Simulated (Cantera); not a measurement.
Feed: 1 mol Fe(CO)5, 0.79 mol H2, at 1 atm.

Equilibrium computed with Cantera from the NASA thermochemical tables; the gas is ideal and each condensed phase is pure. Candidate condensed phases: C, C6H6, C7H8, C8H18, Fe, Fe(CO)5, FeO, Fe(OH)2, Fe(OH)3, Fe2O3, Fe3O4, H2O; 114 gas species. Iron dissolves carbon and melts from about 1420 K in contact with it, which pure phases cannot show. The tables' stoichiometric FeO is somewhat more stable than real wüstite, so its field is too wide. FeO: taken at fixed stoichiometry. Condensed phases not in the tables: cementite and carbon dissolved in iron. Equilibrium is a limit: real reactors are often held back by kinetics, nucleation or transport.

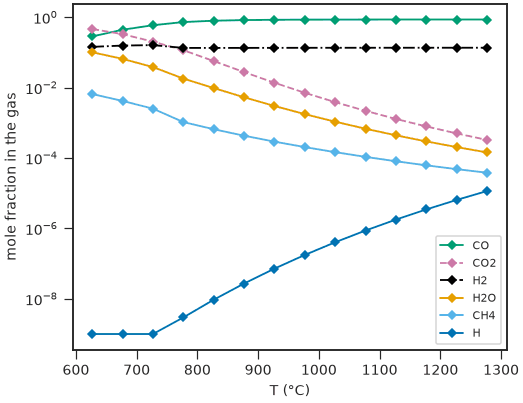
Equilibrium gas composition (values under 1e-9 drawn at 1e-9)

From 627 °C to 727 °C the condensed part is C(graphite) + FeO(s). From 777 °C to 877 °C the condensed part is C(graphite) + Fe(α). From 927 °C to 1277 °C the condensed part is C(graphite) + Fe(γ).
